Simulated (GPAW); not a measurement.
**Geometry relaxation of SiNH₃ (part 3 of 5)**

The same run, continued: SiNH₃; LDA (PW92)/plane waves, scalar-relativistic datasets (GPAW 26.7.0). The geometry comes from this level: GFN2-xTB.

Geometry of the input (Å):
```
N  -0.2987  -0.4693  0.1229
Si 0.0054  1.1950  0.3897
H  0.1891  -1.0675  -0.5292
H  -1.0095  -0.9776  0.6207
H  1.1137  1.3194  -0.6042
```

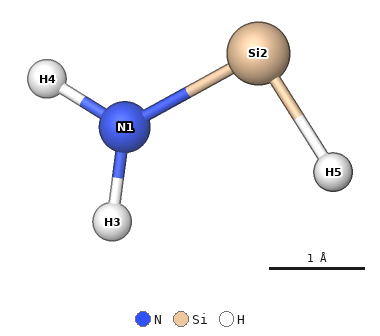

*The input geometry (ball-and-stick view, seen at an oblique angle; atoms are numbered from 1 in the order of the input).*

Output, continued
```
Force computation time: 1.667  # s
FIRE2:    3 00:01:33      -24.307509        0.301638
           .---------------------------------------.
          /|                                       |
         / |                                       |
        /  |                                       |
       /   |                                       |
      /    |                                       |
     /     |                                       |
    /      |                                       |
   /       |                                       |
  /        |                                       |
 *         |                                       |
 |         |                                       |
 |         |
[... cut ...]
tion time: 1.675  # s
FIRE2:    9 00:03:05      -24.310972        0.096996
           .---------------------------------------.
          /|                                       |
         / |                                       |
        /  |                                       |
       /   |                                       |
      /    |                                       |
     /     |                                       |
    /      |                                       |
   /       |                                       |
  /        |                                       |
 *         |                                       |
 |         |                                       |
 |         |                                       |
 |         |              Si                       |
 |         |           H                           |
 |         |             N   H                     |
 |         |              H                        |
 |         |                                       |
 |         |                                       |
 |         .---------------------------------------.
 |        /                                       /
 |       /                                       /
 |      /                                       /
 |     /                                       /
 |    /                                       /
 |   /                                       /
 |  /                                       /
 | /                                       /
 |/                                       /
 *---------------------------------------*

Atoms  # Å, Bohr magnetons
|   | symbol |        x |        y |        z |    initial magnetic moments |
|---|--------|----------|----------|----------|-----------------------------|
| 0 |      N | 7.717945 | 7.603631 | 7.724060 | ( 0.0000,  0.0000,  0.0000) |
| 1 |     Si | 7.989415 | 9.265995 | 8.018879 | ( 0.0000,  0.0000,  0.0000) |
| 2 |      H | 8.209780 | 6.999605 | 7.064349 | ( 0.0000,  0.0000,  0.0000) |
| 3 |      H | 6.993046 | 7.093809 | 8.232549 | ( 0.0000,  0.0000,  0.0000) |
| 4 |      H | 9.137725 | 9.374424 | 6.982215 | ( 0.0000,  0.0000,  0.0000) |

Unit cell  # Å
| periodic |         x |         y |         z |   lengths |    angles |
|----------|-----------|-----------|-----------|-----------|-----------|
|       no | 16.123170 |  0.000000 |  0.000000 | 16.123170 | 90.000000 |
|       no |  0.000000 | 16.386900 |  0.000000 | 16.386900 | 90.000000 |
|       no |  0.000000 |  0.000000 | 15.224910 | 15.224910 | 90.000000 |

Initialization done in: 1.454 s

convergence criteria:
- Maximum [total energy] change in last 3 cyles: 0.0005 eV / valence electron
- Maximum integral of absolute [dens]ity change: 0.0001 electrons / valence electron
- Maximum integral of absolute [eigenst]ate change: 4e-08 eV^2 / valence electron
maximum number of iterations: 60

SCF iterations
|iter     |     time |      energy | eigst |  dens |
|---------|----------|-------------|-------|-------|
|iter:   1| 00:03:07 |  -24.311131c| -4.64 |       |
|iter:   2| 00:03:09 |  -24.311128c| -6.36 | -3.18 |
|iter:   3| 00:03:12 |  -24.311111c| -5.85 | -3.22 |
|iter:   4| 00:03:14 |  -24.311108c| -6.33 | -3.64 |
|iter:   5| 00:03:16 |  -24.311108c| -7.49c| -4.07c|

Converged in 5 steps
SCF loop duration: 9.702 s (1.940 s/step)
Energy contributions relative to reference atoms: (reference = -9365.974501)

Energy contributions:
  Kinetic:          24.081605
  Coulomb:         -26.353723
  Zero:             -0.012755
  External:          0.000000
  Xc:              -22.026236
  Entropy:           0.000000
  Spinorbit:         0.000000
  ----------------------------
  Free energy:     -24.311108
  Extrapolated:    -24.311108

dipole moment: (-0.055614, -0.425973, -0.087972)  # |e|*Ang

Fermi level: -3.905
Eigenvalues  # (at kpt = [0.000, 0.000, 0.000])
| band index |      eig [eV] | occ [0-2] |
|------------|---------------|-----------|
|          0 |       -21.311 |     2.000 |
|          1 |       -12.808 |     2.000 |
|          2 |       -12.489 |     2.000 |
|          3 |        -8.657 |     2.000 |
|          4 |        -7.381 |     2.000 |
|          5 |        -5.308 |     2.000 |
|          6 |        -2.502 |     0.000 |
|          7 |        -0.985 |     0.000 |
|          8 |        -0.056 |     0.000 |
|          9 |         0.191 |     0.000 |
|         10 |         0.270 |     0.000 |

Gap: 2.806 eV
Transition (v -> c):
  (s=0, k=0, n=5, [0.00, 0.00, 0.00]) -> (s=0, k=0, n=6, [0.00, 0.00, 0.00])
No difference between direct/indirect transitions
vacuum-level: 0.085  # V

Forces  # eV/Ang
|        x |        y |        z |
|----------|----------|----------|
| -0.04303 | -0.06635 |  0.02715 |  # N    0
|  0.04341 |  0.02200 | -0.03277 |  # Si   1
|  0.01366 |  0.06092 |  0.00849 |  # H    2
|  0.05178 |  0.04102 | -0.03422 |  # H    3
| -0.06417 | -0.05794 |  0.04041 |  # H    4

Force computation time: 1.621  # s
FIRE2:   10 00:03:18      -24.311108        0.095430
           .---------------------------------------.
          /|                                       |
         / |                                       |
        /  |                                       |
       /   |                                       |
      /    |                                       |
     /     |                                       |
    /      |                                       |
   /       |                                       |
  /        |                                       |
 *         |                                       |
 |         |                                       |
 |         |                                       |
 |         |              Si                       |
 |         |           H                           |
 |         |             N   H                     |
 |         |              H                        |
 |         |                                       |
 |         |                                       |
 |         .---------------------------------------.
 |        /                                       /
 |       /                                       /
 |      /                                       /
 |     /                                       /
 |    /                                       /
 |   /                                       /
 |  /                                       /
 | /                                       /
 |/                                       /
 *---------------------------------------*

Atoms  # Å, Bohr magnetons
|   | symbol |        x |        y |        z |    initial magnetic moments |
|---|--------|----------|----------|----------|-----------------------------|
| 0 |      N | 7.718056 | 7.603731 | 7.724250 | ( 0.0000,  0.0000,  0.0000) |
| 1 |     Si | 7.989228 | 9.265793 | 8.018992 | ( 0.0000,  0.0000,  0.0000) |
| 2 |      H | 8.210586 | 7.000682 | 7.063963 | ( 0.0000,  0.0000,  0.0000) |
| 3 |      H | 6.993207 | 7.094458 | 8.232611 | ( 0.0000,  0.0000,  0.0000) |
| 4 |      H | 9.136883 | 9.372758 | 6.982440 | ( 0.0000,  0.0000,  0.0000) |

Unit cell  # Å
| periodic |         x |         y |         z |   lengths |    angles |
|----------|-----------|-----------|-----------|-----------|-----------|
|       no | 16.123170 |  0.000000 |  0.000000 | 16.123170 | 90.000000 |
|       no |  0.000000 | 16.386900 |  0.000000 | 16.386900 | 90.000000 |
|       no |  0.000000 |  0.000000 | 15.224910 | 15.224910 | 90.000000 |

Initialization done in: 1.430 s

convergence criteria:
- Maximum [total energy] change in last 3 cyles: 0.0005 eV / valence electron
- Maximum integral of absolute [dens]ity change: 0.0001 electrons / valence electron
- Maximum integral of absolute [eigenst]ate change: 4e-08 eV^2 / valence electron
maximum number of iterations: 60

SCF iterations
|iter     |     time |      energy | eigst |  dens |
|---------|----------|-------------|-------|-------|
|iter:   1| 00:03:20 |  -24.311341c| -4.95 |       |
|iter:   2| 00:03:22 |  -24.311339c| -6.69 | -3.35 |
|iter:   3| 00:03:24 |  -24.311332c| -5.90 | -3.39 |
|iter:   4| 00:03:26 |  -24.311331c| -6.88 | -3.80 |
|iter:   5| 00:03:29 |  -24.311331c| -7.78c| -4.16c|

Converged in 5 steps
SCF loop duration: 9.528 s (1.906 s/step)
Energy contributions relative to reference atoms: (reference = -9365.974501)

Energy contributions:
  Kinetic:          24.133388
  Coulomb:         -26.393480
  Zero:             -0.012783
  External:          0.000000
  Xc:              -22.038456
  Entropy:           0.000000
  Spinorbit:         0.000000
  ----------------------------
  Free energy:     -24.311331
  Extrapolated:    -24.311331

dipole moment: (-0.056891, -0.427387, -0.089527)  # |e|*Ang

Fermi level: -3.904
Eigenvalues  # (at kpt = [0.000, 0.000, 0.000])
| band index |      eig [eV] | occ [0-2] |
|------------|---------------|-----------|
|          0 |       -21.312 |     2.000 |
|          1 |       -12.806 |     2.000 |
|          2 |       -12.494 |     2.000 |
|          3 |        -8.655 |     2.000 |
|          4 |        -7.382 |     2.000 |
|          5 |        -5.308 |     2.000 |
|          6 |        -2.500 |     0.000 |
|          7 |        -0.985 |     0.000 |
|          8 |        -0.056 |     0.000 |
|          9 |         0.192 |     0.000 |
|         10 |         0.270 |     0.000 |

Gap: 2.808 eV
Transition (v -> c):
  (s=0, k=0, n=5, [0.00, 0.00, 0.00]) -> (s=0, k=0, n=6, [0.00, 0.00, 0.00])
No difference between direct/indirect transitions
vacuum-level: 0.085  # V

Forces  # eV/Ang
|        x |        y |        z |
|----------|----------|----------|
| -0.03185 | -0.06463 |  0.01615 |  # N    0
|  0.04123 |  0.02988 | -0.02791 |  # Si   1
|  0.00633 |  0.06008 |  0.01537 |  # H    2
|  0.04308 |  0.02755 | -0.03018 |  # H    3
| -0.05683 | -0.05286 |  0.03529 |  # H    4

Force computation time: 1.361  # s
FIRE2:   11 00:03:30      -24.311331        0.085264
           .---------------------------------------.
          /|                                       |
         / |                                       |
        /  |                                       |
       /   |                                       |
      /    |                                       |
     /     |                                       |
    /      |                                       |
   /       |                                       |
  /        |                                       |
 *         |                                       |
 |         |                                       |
 |         |                                       |
 |         |              Si                       |
 |         |           H                           |
 |         |             N   H                     |
 |         |              H                        |
 |         |                                       |
 |         |                                       |
 |         .---------------------------------------.
 |        /                                       /
 |       /                                       /
 |      /                                       /
 |     /                                       /
 |    /                                       /
 |   /                                       /
 |  /                                       /
 | /                                       /
 |/                                       /
 *---------------------------------------*

Atoms  # Å, Bohr magnetons
|   | symbol |        x |        y |        z |    initial magnetic moments |
|---|--------|----------|----------|----------|-----------------------------|
| 0 |      N | 7.717939 | 7.603401 | 7.724493 | ( 0.0000,  0.0000,  0.0000) |
| 1 |     Si | 7.989346 | 9.265829 | 8.018902 | ( 0.0000,  0.0000,  0.0000) |
| 2 |      H | 8.211230 | 7.001866 | 7.063771 | ( 0.0000,  0.0000,  0.0000) |
| 3 |      H | 6.993598 | 7.095118 | 8.232468 | ( 0.0000,  0.0000,  0.0000) |
| 4 |      H | 9.135896 | 9.371176 | 6.982830 | ( 0.0000,  0.0000,  0.0000) |

Unit cell  # Å
| periodic |         x |         y |         z |   lengths |    angles |
|----------|-----------|-----------|-----------|-----------|-----------|
|       no | 16.123170 |  0.000000 |  0.000000 | 16.123170 | 90.000000 |
|       no |  0.000000 | 16.386900 |  0.000000 | 16.386900 | 90.000000 |
|       no |  0.000000 |  0.000000 | 15.224910 | 15.224910 | 90.000000 |

Initialization done in: 1.402 s

convergence criteria:
- Maximum [total energy] change in last 3 cyles: 0.0005 eV / valence electron
- Maximum integral of absolute [dens]ity change: 0.0001 electrons / valence electron
- Maximum integral of absolute [eigenst]ate change: 4e-08 eV^2 / valence electron
maximum number of iterations: 60

SCF iterations
|iter     |     time |      energy | eigst |  dens |
|---------|----------|-------------|-------|-------|
|iter:   1| 00:03:32 |  -24.311606c| -4.79 |       |
|iter:   2| 00:03:34 |  -24.311602c| -6.45 | -3.31 |
|iter:   3| 00:03:37 |  -24.311588c| -5.70 | -3.36 |
|iter:   4| 00:03:39 |  -24.311586c| -6.68 | -3.70 |
|iter:   5| 00:03:41 |  -24.311586c| -7.39 | -4.03c|
|iter:   6| 00:03:43 |  -24.311586c| -7.90c| -4.48c|

Converged in 6 steps
SCF loop duration: 11.232 s (1.872 s/step)
Energy contributions relative to reference atoms: (reference = -9365.974501)

Energy contributions:
  Kinetic:          24.207193
  Coulomb:         -26.448810
  Zero:             -0.012764
  External:          0.000000
  Xc:              -22.057204
  Entropy:           0.000000
  Spinorbit:         0.000000
  ----------------------------
  Free energy:     -24.311586
  Extrapolated:    -24.311586

dipole moment: (-0.056016, -0.426280, -0.089553)  # |e|*Ang

Fermi level: -3.905
Eigenvalues  # (at kpt = [0.000, 0.000, 0.000])
| band index |      eig [eV] | occ [0-2] |
|------------|---------------|-----------|
|          0 |       -21.314 |     2.000 |
|          1 |       -12.804 |     2.000 |
|          2 |       -12.503 |     2.000 |
|          3 |        -8.656 |     2.000 |
|          4 |        -7.381 |     2.000 |
|          5 |        -5.309 |     2.000 |
|          6 |        -2.501 |     0.000 |
|          7 |        -0.984 |     0.000 |
|          8 |        -0.056 |     0.000 |
|          9 |         0.193 |     0.000 |
|         10 |         0.271 |     0.000 |

Gap: 2.808 eV
Transition (v -> c):
  (s=0, k=0, n=5, [0.00, 0.00, 0.00]) -> (s=0, k=0, n=6, [0.00, 0.00, 0.00])
No difference between direct/indirect transitions
vacuum-level: 0.085  # V

Forces  # eV/Ang
|        x |        y |        z |
|----------|----------|----------|
| -0.00202 | -0.01992 |  0.00261 |  # N    0
|  0.02903 |  0.01936 | -0.01985 |  # Si   1
|  0.00506 |  0.04852 |  0.01300 |  # H    2
|  0.01479 |  0.00018 | -0.01245 |  # H    3
| -0.04439 | -0.04901 |  0.02500 |  # H    4
```
